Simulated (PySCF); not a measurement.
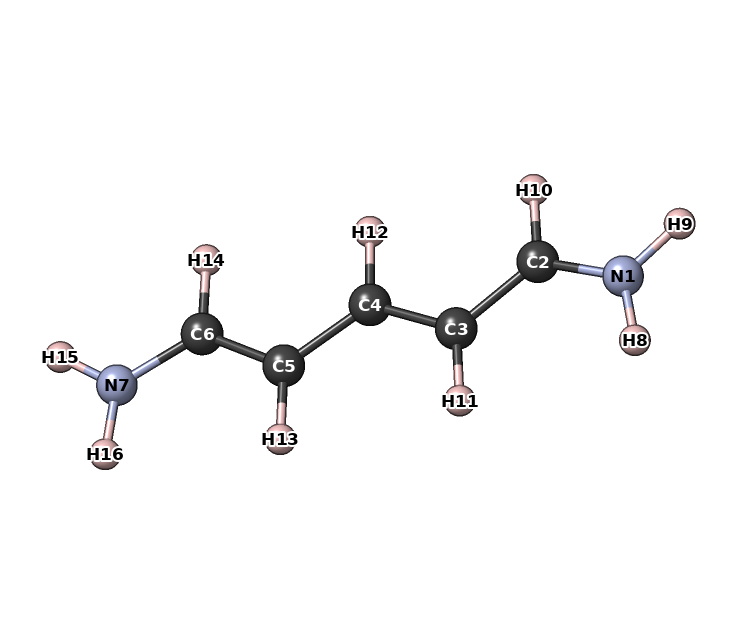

The species has charge +1 and is a spin singlet. The computed structure is the end point of a PBE0-D3(BJ)/def2-SVP optimisation. No frequency run is at hand to confirm it as a minimum. Method: B3LYP/pcJ-1 indirect spin-spin coupling, non-relativistic, gas phase (PySCF 2.14.0). Isotopes: 13C, 1H, 15N.

Give the spin–spin coupling constants of these pairs, with the number of bonds between them: N1/H8, N1/C2, C6/N7, N7/H16, N7/H15, N1/C3, N1/H10, N7/H14, C4/N7.

```
   pair  bonds apart  J (Hz)
 N1, H8            1   −99.2
 N1, C2            1   −19.6
 C6, N7            1   −19.6
N7, H16            1   −99.2
N7, H15            1  −103.9
 N1, C3            2    −1.4
N1, H10            2    −2.8
N7, H14            2    −2.8
 C4, N7            3    −4.4
```
